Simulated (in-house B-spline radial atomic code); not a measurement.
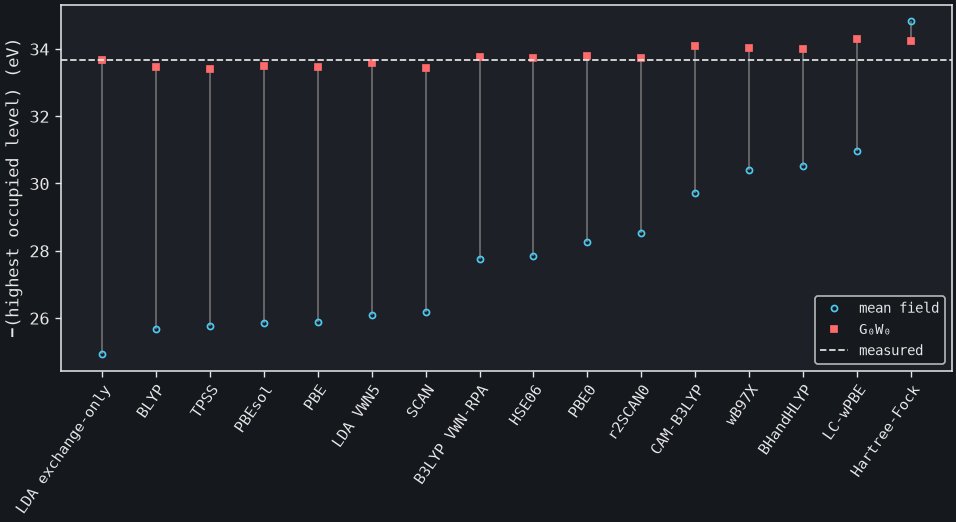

Binding energy of the highest level (3d↑) of an atom or ion with the configuration [Ar] 3d⁵, on 16 mean-field starts and after G₀W₀. All-electron spherical atom, scalar X2C, no spin-orbit coupling, Breit or QED terms; computed with a B-spline radial code.

Which atom or ion is it?

Answer. Mn²⁺. The mean-field values spread from 24.92 eV (LDA exchange-only) to 34.82 eV (Hartree-Fock); after G₀W₀ they lie between 33.41 eV (TPSS) and 34.28 eV (LC-wPBE), so the spread shrinks from 9.90 to 0.87 eV. The measured removal energy is 33.67 eV; the nearest G₀W₀ value is that on LDA exchange-only (33.67 eV).
